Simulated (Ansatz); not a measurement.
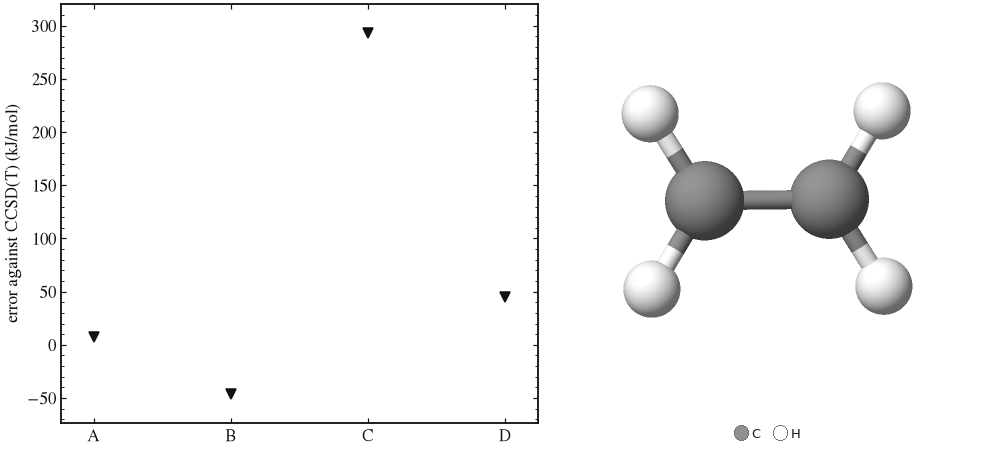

Error in the electronic atomisation energy (method less reference, so positive means overbinding) of C₂H₄, SMILES C=C: functionals in def2-TZVPP against frozen-core CCSD(T) at the limit (scheme: direct), which gives 2352.8 kJ/mol, at a PBE0-D4/def2-TZVP geometry (a minimum by its frequencies), no zero-point or spin-orbit term, the Ansatz code. The reference leaves out core correlation, a term that grows with the number of heavy atoms.

The letters stand for BHLYP-D4, LDA (SPW92), PBE-D4 and ωB97M-V. Which is which?

Answer. A: ωB97M-V (7.1 kJ/mol); B: BHLYP-D4 (−46.6 kJ/mol); C: LDA (SPW92) (292.8 kJ/mol); D: PBE-D4 (44.5 kJ/mol).
